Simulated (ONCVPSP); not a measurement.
# Pseudopotential generation for Gd (part 2 of 2)

The same run, continued: gadolinium (Gd, Z = 64), core [Kr] 4d10, reference valence 4f7 5s2 5p6 5d1 6s1 (an ion of charge +1), valence charge 18. Method: ONCV potential, PBEsol, scalar-relativistic, made with ONCVPSP 4.0.1.

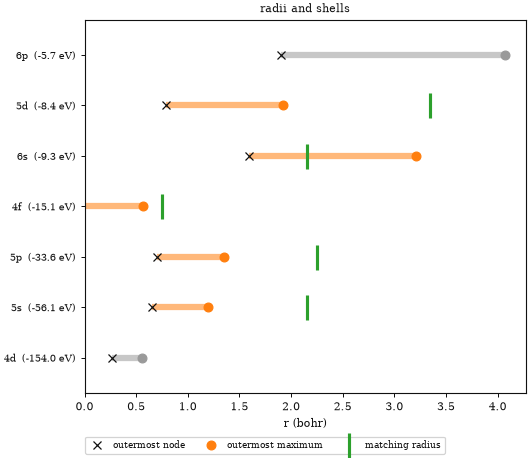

Figure 2. Outer shells of the all-electron reference atom: each bar runs from the outermost node (or the nucleus) to the outermost maximum of u(r); the tick is the radius chosen for the pseudo-wave. Shells without a tick have no pseudo-wave of their own. Levels, nodes and maxima are from ld1.x, scalar-relativistic.

- Radii against the shells: 5s: 2.15 bohr, outside the maximum; 5p: 2.25 bohr, outside the maximum; 4f: 0.75 bohr, outside the maximum; 6s: 2.15 bohr, between node and maximum; 5d: 3.35 bohr, outside the maximum.

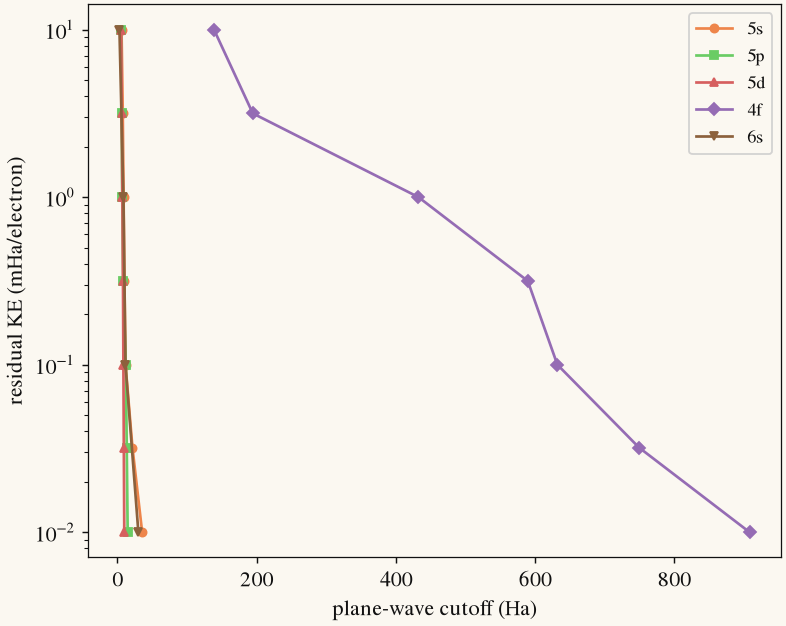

Figure 3. Residual kinetic energy of the pseudo-waves (the first of each channel, and further valence shells) beyond the plane-wave cutoff, as the generator prints it.

- Hardest wave at 1 mHa per electron: 4f, with rc = 0.75 bohr and qcut = 17 1/bohr. The optimisation minimises, but can't always remove, the kinetic energy above qcut²/2 = 144.5 Ha, and a larger rc would as a rule soften the wave at some cost in transferability.
- Cutoffs for 1 mHa per electron: 4f: 433 Ha; 5s: 8.9 Ha; 6s: 8.7 Ha; 5d: 7.2 Ha; 5p: 7.0 Ha.
- Cutoffs for the occupied states: 433 Ha for 1 mHa and 632 Ha for 0.1 mHa per electron. The first is set by 4f. The potential isn't sound: its ghost test gives GHOST(-) flagged for s at -993.7 eV, s at -25.3 eV, p at -381.8 eV, d at -324.4 eV; no localised positive-energy state flagged.

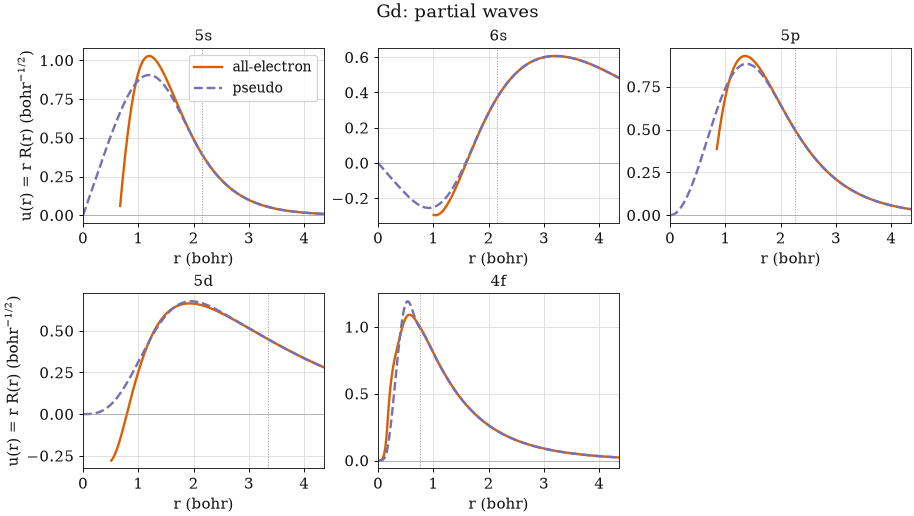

Figure 4. Partial waves u(r) = r R(r), all-electron (solid) and pseudo (dashed). Dotted lines mark the matching radii. The innermost oscillations of some all-electron curves aren't drawn. Pseudo-waves: 5s has no node; 6s has a node at about 1.6 bohr; 5p has no node; 5d has no node; 4f has no node. A node in 6s is expected, since a lower shell of the same l is also in the valence and the two must stay orthogonal.

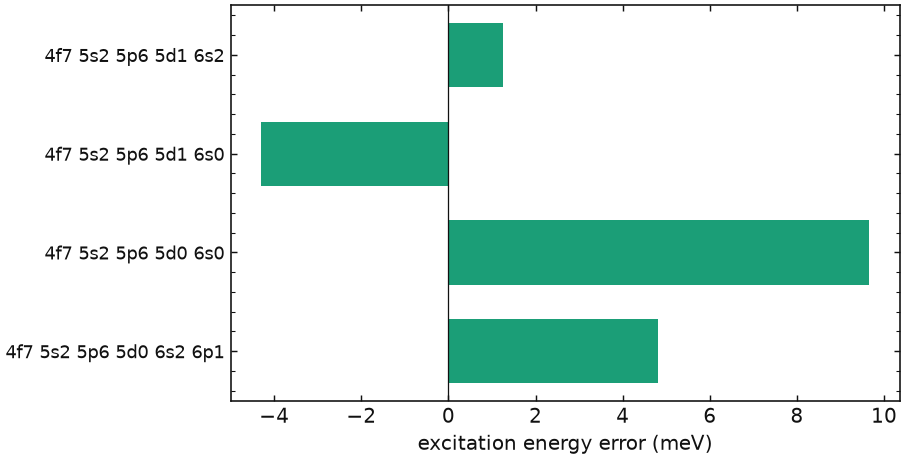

Figure 5. Errors, all-electron minus pseudo, of the energies of valence configurations relative to the unpolarised reference 4f7 5s2 5p6 5d1 6s1.

- Worst configuration: 4f7 5s2 5p6 5d0 6s0 (charge +3): the error is +9.7 meV on an all-electron energy of +31.84 eV relative to the reference, or 0.03 %.
- Errors in meV: 4f7 5s2 5p6 5d1 6s2: +1.3; 4f7 5s2 5p6 5d1 6s0: -4.3; 4f7 5s2 5p6 5d0 6s0: +9.7; 4f7 5s2 5p6 5d0 6s2 6p1: +4.8.
- Configurations within 10 meV and within 50 meV: 4 and 4 of 4.

### Summary

- outcome: generated, with a ghost state
- cutoffs needed: 433 Ha and 632 Ha (the cutoffs at which the residual kinetic energy of the hardest occupied pseudo-wave falls to 1 and 0.1 mHa per electron)
- ghost test: GHOST(-) flagged for s at -993.7 eV, s at -25.3 eV, p at -381.8 eV, d at -324.4 eV; no localised positive-energy state flagged
- largest excitation error: +9.7 meV (all-electron minus pseudo) for 4f7 5s2 5p6 5d0 6s0, out of 4 test configurations
- rms error of d²Exc/dni dnj: 6.86 mHa without and 2.17 mHa with the model core
- range over which the phases arctan(r R′/R) at the test radius agree within 0.05 rad (a looser test near the poles than one of phase shifts): p: over the whole range computed; d: up to about 0.5 Ha; f: over the whole range computed; s: not judged, the stored energies step over a narrow level
- hardware: 1 CPU thread, shared host
- wall time: 14 s

### Remarks

The potential has a bound ghost state, so it can't be used as it stands.
